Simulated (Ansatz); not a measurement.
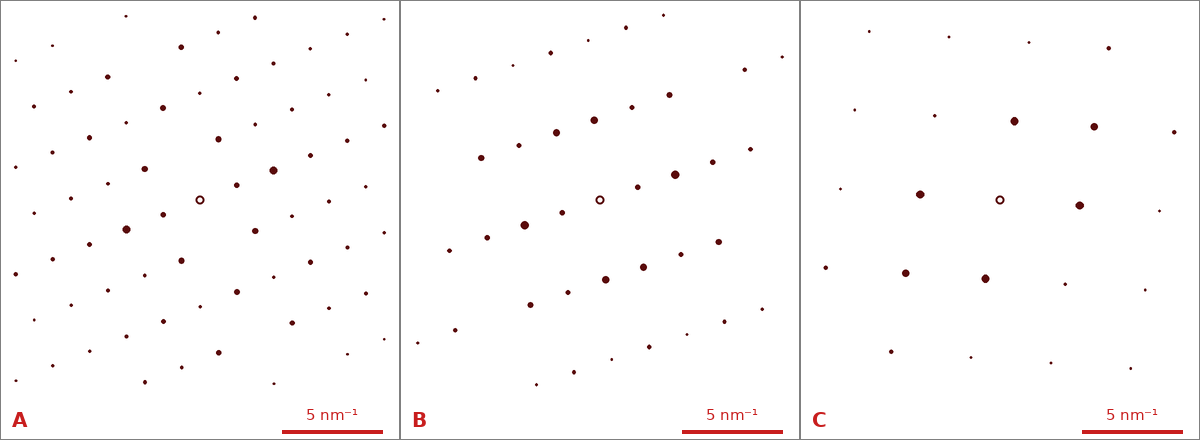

Simulated selected-area electron diffraction patterns (120 kV, kinematic approximation, thin crystal, B = 0.5 Å² for all atoms).

All three come from P, space group Cmce (No. 64), a = 3.352 Å, b = 10.078 Å, c = 4.039 Å. Structure: the input geometry of an electronic-structure calculation (not necessarily at equilibrium).

Assign the zone axes [011], [100], [101] to A, B and C.

Answer. A is [100]: rectangular net of 0 2 0 at d = 5.04 Å and 0 0 1 (itself extinct) at d = 4.04 Å, at 90.0°. B is [101]: centred rectangular net of 0 2 0 at d = 5.04 Å and 1 1 -1 at d = 2.50 Å, at 75.6°. C is [011]: centred rectangular net of 1 -1 1 at d = 2.50 Å and 1 1 -1 at d = 2.50 Å, at 83.6°.
